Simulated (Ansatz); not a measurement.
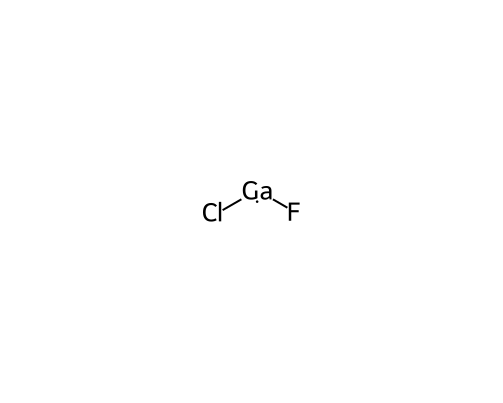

Structural formula above. State: neutral, doublet. Computed geometry: PBE-D4/def2-SVP optimisation. No frequency run is at hand to confirm it as a minimum.

Describe the 3D structure.

Formula GaClF. Its SMILES string is `[F][Ga][Cl]`. This geometry has Cs symmetry. It is an open-shell species. Coordination: 1 Ga bent.

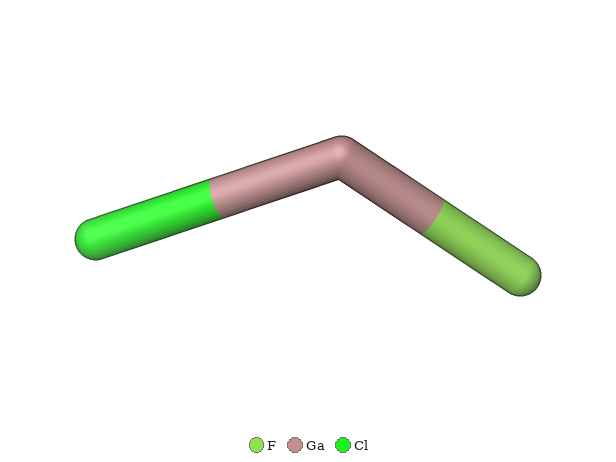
